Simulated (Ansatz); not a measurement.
The calculation's input:

```
crystal:
  periodic: [false, false, false]
  atoms:
    - { symbol: Si, position_ang: [0.04853712, -1.3602235, 0.6871315] }
    - { symbol: O, position_ang: [1.42921701, -0.68514764, 0.04530909] }
    - { symbol: Si, position_ang: [2.36801223, 0.69747762, -0.06502929] }
    - { symbol: O, position_ang: [-1.3089648, -0.86220063, -0.13945137] }
    - { symbol: Si, position_ang: [-2.39726004, 0.38793328, -0.38037954] }
    - { symbol: H, position_ang: [-0.0751606, -0.95494585, 2.13092531] }
    - { symbol: H, position_ang: [0.15586675, -2.83993795, 0.51622594] }
    - { symbol: H, position_ang: [3.76604974, 0.29008466, -0.42691327] }
    - { symbol: H, position_ang: [1.82232644, 1.61233083, -1.1273055] }
    - { symbol: H, position_ang: [2.38343949, 1.43146607, 1.25079586] }
    - { symbol: H, position_ang: [-2.67819195, 1.10059354, 0.91714699] }
    - { symbol: H, position_ang: [-1.84207109, 1.37625843, -1.36934576] }
    - { symbol: H, position_ang: [-3.67180032, -0.19368685, -0.91770296] }
basis:
  gaussian: { orbitals: def2-SVP }
hamiltonian:
  xc: hf
relax:
  f_tol: 0.003
  max_steps: 100
output:
  orbitals: {}
```

Launched as:

```sh
ansatz run input.yaml --threads 4 --pin off --max-ram 10240MiB --backend cpu --events-out ev --progress --plain --runs-dir out
```

The fields are those of the relaxed geometry.

All numbers below come from Ansatz 0.2.0, Hartree-Fock, Gaussian basis def2-SVP.

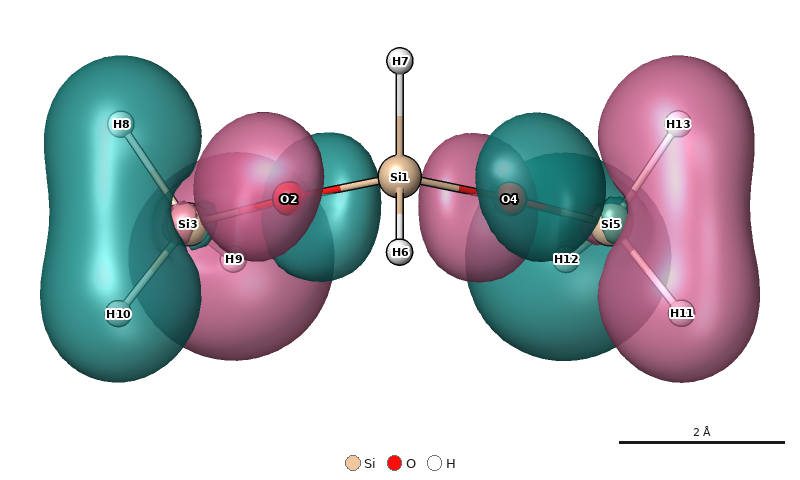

H8O2Si3 (SMILES [SiH2](O[SiH3])O[SiH3]). The HOMO−1 at ±0.06 Å⁻³ᐟ² (teal and pink are the two phases), seen from one side.

**Where does this orbital lie, and at what energy?**

Its weight (Hirshfeld) is mainly on Si3 (about 15 %), Si5 (about 15 %), H12 (about 15 %), H9 (about 15 %), O4 (about 10 %) and O2 (about 10 %). Its energy is −12.45 eV.
